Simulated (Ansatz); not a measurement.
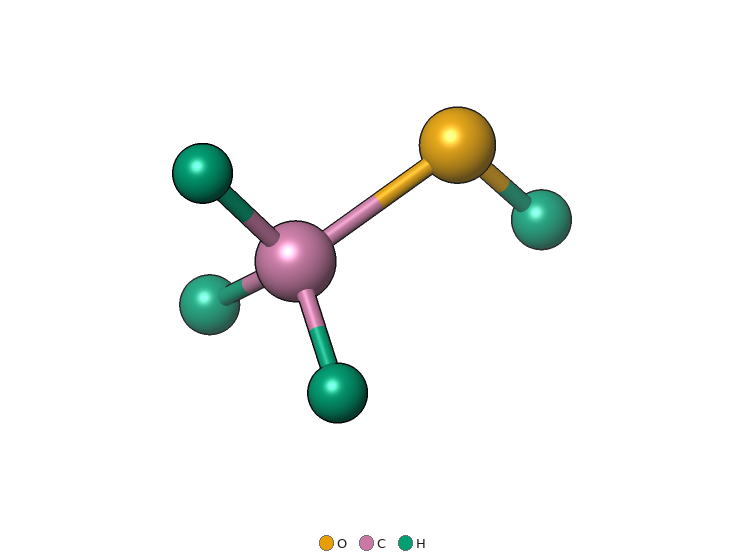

A ball-and-stick model of a molecule. Every bond is drawn as one stick, whatever its order.

The computed structure is the end point of a PBE0-D4/def2-TZVP optimisation.

> Count the atoms of each element.

CH4O, 6 atoms: 1 carbon, 4 hydrogen and 1 oxygen.

> How many atoms are distinct by symmetry?

5: 1 O, 1 C, 1 H, 2 H, 1 H.

The parts below concern this one geometry. Atoms keep their numbers from picture to picture.

### Geometry

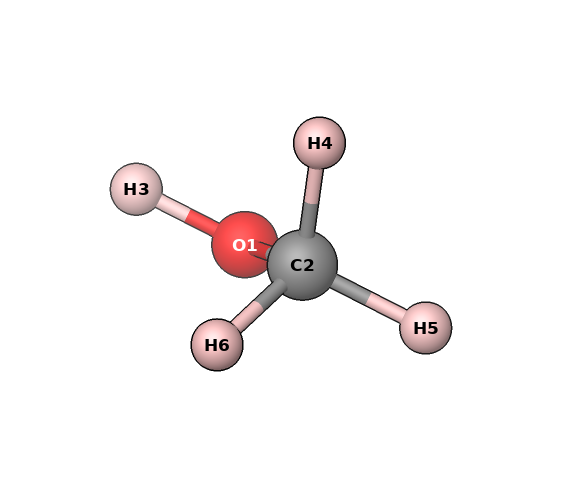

O1 lies behind C2. The molecule seen a little off the C2–O1 bond, C2 in front. Distant atoms are faded towards the background colour.

> What is the torsion angle H4–C2–O1–H3? The sign is positive where the front bond must turn clockwise to cover the back bond.

−61°, synclinal (gauche).

### Thermal motion

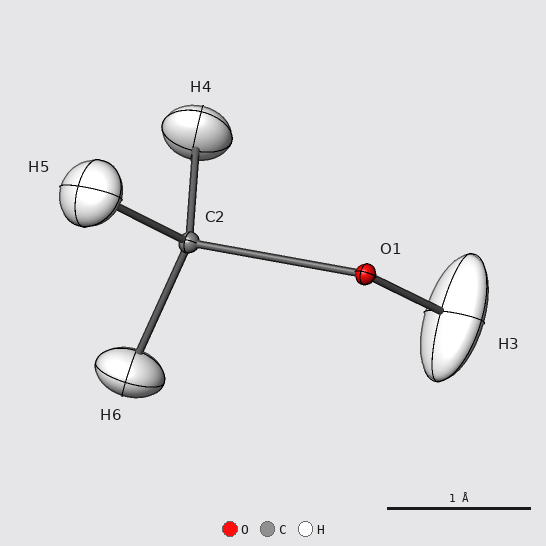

Displacement ellipsoids at the 50 % level, enlarged 1.5 times, from the internal vibrations of the free molecule (harmonic, no overall translation or rotation; no half-axis is drawn under 0.075 Å). Vibrations computed with RKS PBE0-D4/def2-TZVP (Ansatz 0.2.0). Temperature: 100 K.

List U_eq and the three principal root-mean-square amplitudes for each kind of atom.

```csv
atom,U_eq (Å²),rms amplitudes (Å)
O1,0.00027,"0.009, 0.016, 0.022"
C2,0.00044,"0.017, 0.017, 0.027"
H3,0.0192,"0.064, 0.111, 0.203"
"H4, H6",0.0089,"0.072, 0.098, 0.108"
H5,0.0092,"0.072, 0.105, 0.107"
```

### Vibrations

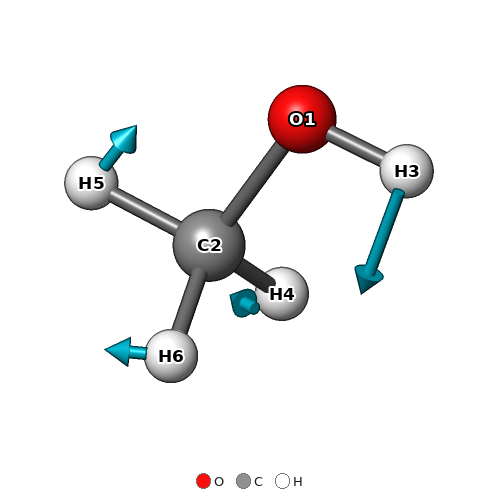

The arrows show one normal mode. Harmonic vibrations computed with RKS PBE0-D4/def2-TZVP (Ansatz 0.2.0) at a stationary point of the same level.

> What kind of motion is it?

Mostly C–O–H bending.

> At what wavenumber does it lie?

1374 cm⁻¹; it is mode 5 of 12 counted from the lowest.

### Dipole moment

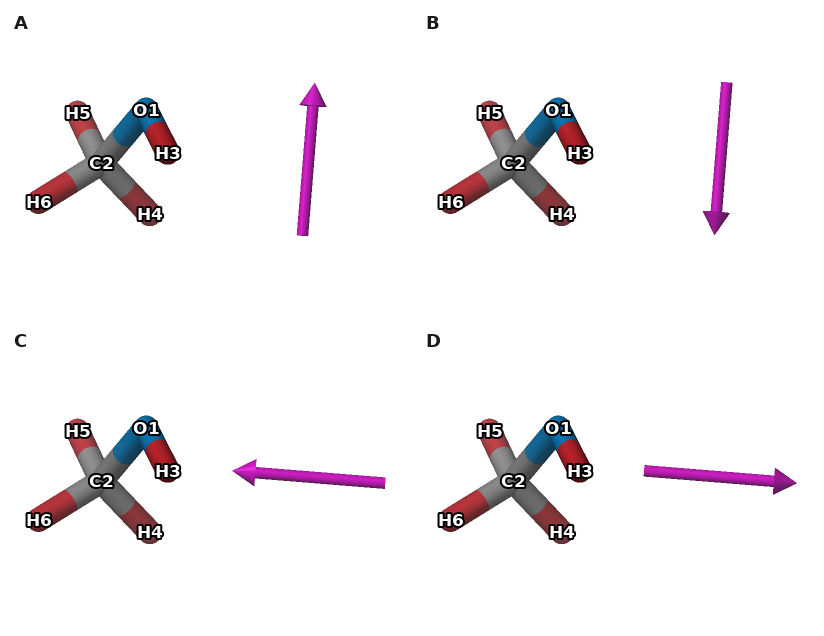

The same molecule four times, each with an arrow. Method: RKS PBE0-D4/def2-TZVP (Ansatz 0.2.0).

> Which arrow points along the dipole moment, from the negative to the positive end?

B. The dipole moment is 1.67 D; it points from the side of O1, H5 to the side of H4, H6 (the outermost atoms at the two ends).

### Charges

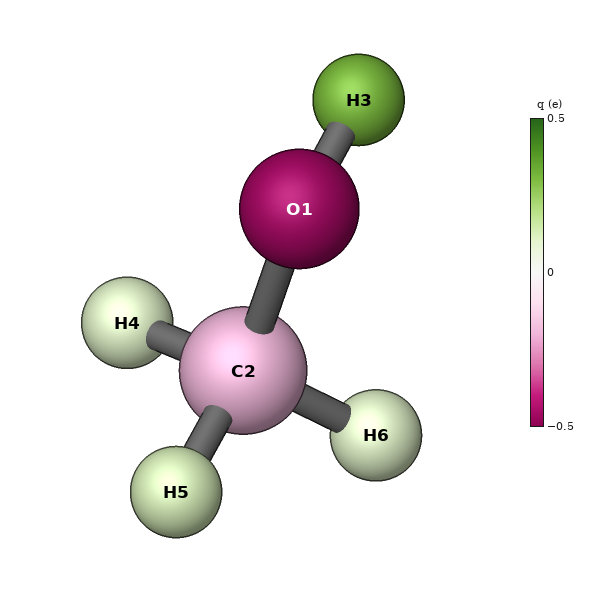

Atoms are coloured by their Mulliken charges. Method: RKS PBE0-D4/def2-TZVP (Ansatz 0.2.0).

Give the Mulliken charges atom by atom.

| atom | value (e) |
| --- | --- |
| O1 | −0.46 |
| C2 | −0.19 |
| H3 | 0.31 |
| H4 | 0.11 |
| H5 | 0.13 |
| H6 | 0.11 |

Mulliken values depend strongly on the basis set and can even reverse the polarity of a bond.
